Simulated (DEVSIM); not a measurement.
System: Ti/SiO2/p-Si capacitor, at 400 K.

```
layer (left to right)  material  thickness (nm)  Na (cm⁻³)
---------------------  --------  --------------  ---------
1                          SiO2            2.80          -
2                            Si            6200     8.7e15
```

Metal gate on the left, work function 4.33 eV. Fixed charge at the semiconductor interface 1.3e10 cm⁻² (in units of +e); no interface traps.

Constants are typed, rounded textbook-type inputs, not results; the design itself was drawn at random and stands for no fabricated device. Values at 300 K; Nc and Nv go as T^1.5, mobilities as T to minus their exponent, the gap by Varshni's rule with the affinity fixed.

| parameter | SiO2 | Si |
|---|---|---|
| gap (eV) | 9 | 1.124 |
| affinity (eV) | 0.9 | 4.05 |
| permittivity | 3.9 | 11.7 |
| Nc (cm⁻³) | - | 2.86e19 |
| Nv (cm⁻³) | - | 3.1e19 |
| Varshni α (eV/K) | - | 0.000473 |
| Varshni β (K) | - | 636 |

Model (solved in DEVSIM): 1D Poisson equation in equilibrium, Boltzmann statistics, complete ionisation; no quantum confinement or tunnelling. Metal contacts follow the ideal Schottky-Mott rule: no Fermi-level pinning, no interface dipoles.

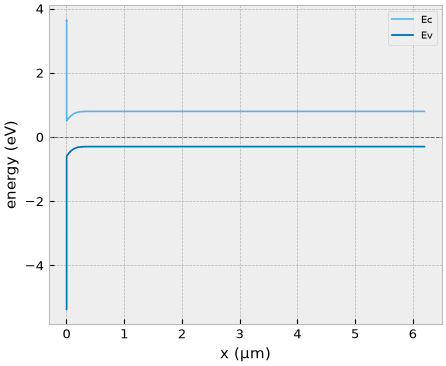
Figure: Band edges at -0.2 V on the gate

Energies count from the Fermi level of the right contact; mesh points crowd at the junctions.

| x (μm) | Ec (eV) | Ev (eV) | n (cm⁻³) | p (cm⁻³) | field (V/cm) |
|---|---|---|---|---|---|
| 0.000 | 3.630 | -5.370 | < 1e2 | < 1e2 | 74000 |
| 0.0009716 | 3.637 | -5.363 | < 1e2 | < 1e2 | 74000 |
| 0.001989 | 3.645 | -5.355 | < 1e2 | < 1e2 | 74000 |
| 0.002924 | 0.501 | -0.595 | 2.1e13 | 1.5e12 | 27000 |
| 0.005313 | 0.507 | -0.589 | 1.8e13 | 1.8e12 | 26000 |
| 0.009648 | 0.519 | -0.578 | 1.3e13 | 2.5e12 | 26000 |
| 0.01910 | 0.542 | -0.554 | 6.5e12 | 5.0e12 | 24000 |
| 0.05156 | 0.615 | -0.482 | 7.9e11 | 4.1e13 | 20000 |
| 0.1105 | 0.710 | -0.386 | 4.9e10 | 6.5e14 | 12000 |
| 0.2471 | 0.791 | -0.306 | 4.8e9 | 6.7e15 | 1700 |
| 0.5369 | 0.800 | -0.297 | 3.7e9 | 8.7e15 | ≈ 0 |
| 1.532 | 0.800 | -0.297 | 3.7e9 | 8.7e15 | ≈ 0 |
| 3.306 | 0.800 | -0.297 | 3.7e9 | 8.7e15 | ≈ 0 |
| 4.875 | 0.800 | -0.297 | 3.7e9 | 8.7e15 | ≈ 0 |
| 5.739 | 0.800 | -0.297 | 3.7e9 | 8.7e15 | ≈ 0 |
| 5.991 | 0.800 | -0.297 | 3.7e9 | 8.7e15 | ≈ 0 |
| 6.106 | 0.800 | -0.297 | 3.7e9 | 8.7e15 | ≈ 0 |
| 6.159 | 0.800 | -0.297 | 3.7e9 | 8.7e15 | ≈ 0 |
| 6.188 | 0.800 | -0.297 | 3.7e9 | 8.7e15 | ≈ 0 |
| 6.197 | 0.800 | -0.297 | 3.7e9 | 8.7e15 | ≈ 0 |
| 6.201 | 0.800 | -0.297 | 3.7e9 | 8.7e15 | ≈ 0 |
| 6.203 | 0.800 | -0.297 | 3.7e9 | 8.7e15 | ≈ 0 |
